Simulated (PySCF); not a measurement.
## Two runs on C2H5FP2Si2

System: C2H5FP2Si2, SMILES C#C[Si]1(F)P[SiH2]P1.
Method of run 1: GIAO PBE0/pcSseg-1 NMR shielding, non-relativistic, gas phase (PySCF 2.14.0).

The geometry comes from this level: GFN2-xTB, coordinate held. Text and figures count atoms from 1; the logs count them from 0 in places.

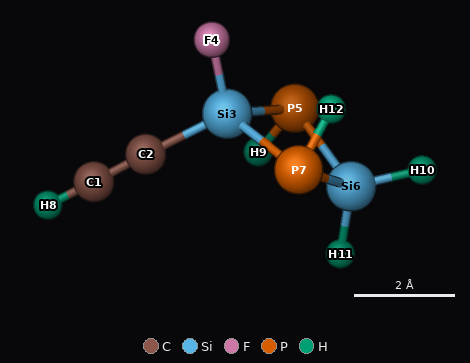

**Figure 1.** The structure (ball-and-stick view, seen at a tilt; atoms are numbered from 1 in the order of the input).

## Input file, run 1
```
{"job": {"kind": "nmr", "xc": "PBE0", "basis": "pcSseg-1", "every": 1, "pop": false}, "charge": 0, "multiplicity": 1}
C      3.197158     0.398964    -0.154511
C      2.130916    -0.141666    -0.032035
Si     0.459419    -0.917105     0.103601
F      0.686875    -2.518397     0.152852
P     -0.993425    -0.380959    -1.536588
Si    -1.945762     0.789647     0.150679
P     -0.815529    -0.218167     1.886582
H      4.141356     0.853516    -0.251666
H     -0.236118     0.655631    -2.053052
H     -3.384946     0.537801     0.207697
H     -1.656841     2.223329     0.079881
H     -1.565007    -1.281284     1.385316
```

The first line tells a small driver script what to run in PySCF; the rest is the geometry in Å.

Command:
```bash
OMP_NUM_THREADS=1 python <driver script> task.json out
```

Hardware: 1 CPU thread, shared host.

## Output (run 1)
```
coarse grid: 12856 points
cycle   1  E = -1439.8971446989  dE =  7.120e-01  |g| = 6.237e-01  |ddm| = 3.556e+00
cycle   2  E = -1439.8308777484  dE =  6.627e-02  |g| = 9.165e-01  |ddm| = 1.354e+00
cycle   3  E = -1439.9720377390  dE = -1.412e-01  |g| = 9.850e-02  |ddm| = 8.019e-01
cycle   4  E = -1439.9738735331  dE = -1.836e-03  |g| = 2.875e-02  |ddm| = 1.241e-01
cycle   5  E = -1439.9740432133  dE = -1.697e-04  |g| = 8.164e-03  |ddm| = 3.602e-02
cycle   6  E = -1439.9740537217  dE = -1.051e-05  |g| = 5.541e-03  |ddm| = 1.156e-02
cycle   7  E = -1439.9740608911  dE = -7.169e-06  |g| = 1.518e-03  |ddm| = 4.663e-03
final grid: 108584 points
cycle   8  E = -1440.0205079322  dE = -2.089e-05  |g| = 4.904e-03  |ddm| = 2.984e-02
cycle   9  E = -1440.0204989361  dE =  8.996e-06  |g| = 7.577e-03  |ddm| = 1.288e-02
cycle  10  E = -1440.0205134512  dE = -1.452e-05  |g| = 2.056e-03  |ddm| = 7.198e-03
cycle  11  E = -1440.0205145444  dE = -1.093e-06  |g| = 1.729e-04  |ddm| = 1.913e-03
cycle  12  E = -1440.0205145511  dE = -6.767e-09  |g| = 5.296e-05  |ddm| = 2.676e-04
cycle  13  E = -1440.0205145516  dE = -5.193e-10  |g| = 1.983e-05  |ddm| = 7.356e-05
converged SCF energy = -1440.0205145516

GIAO shielding tensors (ppm)
atom      isotropic    diamagn.    paramagn.     s11        s22        s33       span
  0 C       81.797     259.715    -177.917      3.147      7.963    234.283    231.136
  1 C       96.976     259.667    -162.691     -3.467      2.101    292.295    295.762
  2 Si     344.720     877.036    -532.316    278.753    328.654    426.754    148.000
  3 F      296.784     466.701    -169.917    247.225    303.217    339.911     92.687
  4 P      516.739     968.749    -452.010    308.281    565.026    676.909    368.628
  5 Si     429.044     879.980    -450.936    382.528    426.898    477.705     95.176
  6 P      522.706     966.644    -443.938    306.888    560.272    700.957    394.069
  7 H       29.391      32.505      -3.114     24.616     24.704     38.852     14.236
  8 H       28.362      31.347      -2.985     23.958     26.025     35.105     11.147
  9 H       27.293      28.949      -1.655     23.874     24.297     33.708      9.834
 10 H       27.220      29.248      -2.027     23.785     25.204     32.672      8.887
 11 H       30.121      29.627       0.495     28.201     28.839     33.324      5.123
```

For run 2 the input was changed thus:
```diff
-C      3.197158     0.398964    -0.154511
-C      2.130916    -0.141666    -0.032035
-Si     0.459419    -0.917105     0.103601
-F      0.686875    -2.518397     0.152852
-P     -0.993425    -0.380959    -1.536588
-Si    -1.945762     0.789647     0.150679
-P     -0.815529    -0.218167     1.886582
-H      4.141356     0.853516    -0.251666
-H     -0.236118     0.655631    -2.053052
-H     -3.384946     0.537801     0.207697
-H     -1.656841     2.223329     0.079881
-H     -1.565007    -1.281284     1.385316
+C      3.191511     0.131113     0.128460
+C      2.096085    -0.343941    -0.010581
+Si     0.381971    -1.005537    -0.212037
+F      0.512153    -2.578068    -0.556728
+P     -0.905391     0.017069    -1.773498
+Si    -2.179111     0.526046     0.040152
+P     -1.021345    -0.724017     1.545346
+H      4.159960     0.525282     0.250083
+H     -0.171640     1.190867    -1.783012
+H     -3.532142    -0.001769    -0.119937
+H     -2.189941     1.954151     0.358364
+H     -0.310176     0.324099     2.103679
```

Predict how the results change.

With the same method and basis, run 2 lies 2.1 kcal/mol lower. The HOMO goes from −7.14 to −6.91 eV. The dipole moment goes from 2.58 to 3.49 D. Of all shieldings, the largest change is that of P7, by −28.0 ppm. The number of SCF iterations is the same.

## Output (run 2)
```
coarse grid: 12856 points
cycle   1  E = -1439.8995827251  dE =  7.087e-01  |g| = 6.242e-01  |ddm| = 3.529e+00
cycle   2  E = -1439.8347006409  dE =  6.488e-02  |g| = 9.148e-01  |ddm| = 1.407e+00
cycle   3  E = -1439.9751423765  dE = -1.404e-01  |g| = 9.916e-02  |ddm| = 8.344e-01
cycle   4  E = -1439.9770054355  dE = -1.863e-03  |g| = 2.852e-02  |ddm| = 1.230e-01
cycle   5  E = -1439.9771598187  dE = -1.544e-04  |g| = 1.031e-02  |ddm| = 3.437e-02
cycle   6  E = -1439.9771774630  dE = -1.764e-05  |g| = 6.211e-03  |ddm| = 1.172e-02
cycle   7  E = -1439.9771870053  dE = -9.542e-06  |g| = 1.236e-03  |ddm| = 5.590e-03
final grid: 108584 points
cycle   8  E = -1440.0238389206  dE = -2.183e-05  |g| = 4.462e-03  |ddm| = 3.143e-02
cycle   9  E = -1440.0238349594  dE =  3.961e-06  |g| = 5.795e-03  |ddm| = 1.222e-02
cycle  10  E = -1440.0238436697  dE = -8.710e-06  |g| = 1.767e-03  |ddm| = 6.655e-03
cycle  11  E = -1440.0238444589  dE = -7.892e-07  |g| = 2.274e-04  |ddm| = 1.489e-03
cycle  12  E = -1440.0238444715  dE = -1.259e-08  |g| = 5.029e-05  |ddm| = 3.211e-04
cycle  13  E = -1440.0238444721  dE = -6.089e-10  |g| = 1.656e-05  |ddm| = 8.015e-05
converged SCF energy = -1440.0238444721

GIAO shielding tensors (ppm)
atom      isotropic    diamagn.    paramagn.     s11        s22        s33       span
  0 C       81.040     259.446    -178.406      3.145      9.441    230.534    227.389
  1 C       97.030     260.373    -163.343     -2.515      0.837    292.769    295.284
  2 Si     347.039     877.252    -530.213    258.042    333.651    449.426    191.384
  3 F      314.409     465.552    -151.143    279.815    323.890    339.523     59.708
  4 P      493.774     968.451    -474.677    270.041    558.514    652.767    382.725
  5 Si     436.990     880.286    -443.296    384.552    433.685    492.734    108.182
  6 P      494.743     968.462    -473.719    270.367    559.816    654.046    383.678
  7 H       29.305      32.412      -3.107     24.628     24.759     38.528     13.899
  8 H       28.305      31.258      -2.953     24.877     26.690     33.349      8.472
  9 H       27.443      28.903      -1.461     23.985     24.534     33.809      9.823
 10 H       27.068      28.998      -1.930     23.695     25.293     32.217      8.522
 11 H       28.303      31.257      -2.954     24.866     26.672     33.372      8.506
```

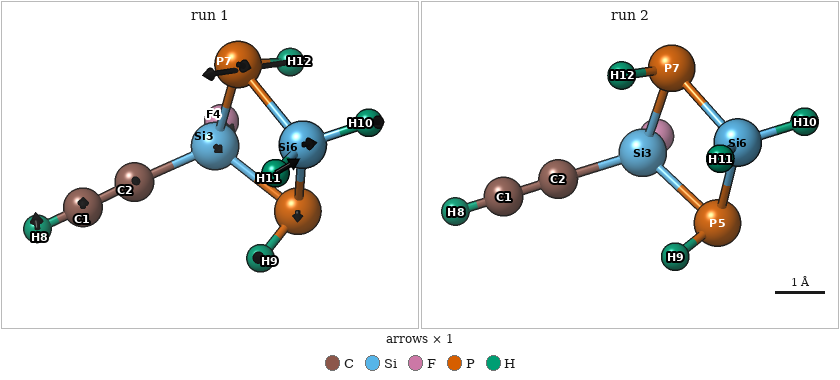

**Figure 2.** The two input geometries at one scale (ball-and-stick view, seen at a tilt). The black arrows on the first give the shifts of the atoms after the best rigid fit, at true length. H12 moves most after the best rigid fit: 2.37 Å. By element the largest moves are H 2.37 Å, F 0.46 Å, P 0.42 Å, Si 0.37 Å, C 0.29 Å. Among the contacts that change: Si3–P7 2.301 → 2.266 Å, P5–Si6 2.264 → 2.274 Å, P7–H12 1.394 → 1.384 Å.

## The two runs side by side

```tsv
quantity	run 1	run 2
outcome	converged	converged
total energy (hartree)	−1440.020515	−1440.023844
HOMO (eV)	−7.14	−6.91
LUMO (eV)	−1.18	−1.18
dipole moment (D)	2.58	3.49
shielding of C1 (ppm)	81.8	81.0
shielding of Si3 (ppm)	344.7	347.0
shielding of F4 (ppm)	296.8	314.4
shielding of P5 (ppm)	516.7	493.8
shielding of Si6 (ppm)	429.0	437.0
shielding of P7 (ppm)	522.7	494.7
shielding of H12 (ppm)	30.1	28.3
SCF iterations	13	13
basis functions	172	172
wall time (shared host)	11 s	10 s
```
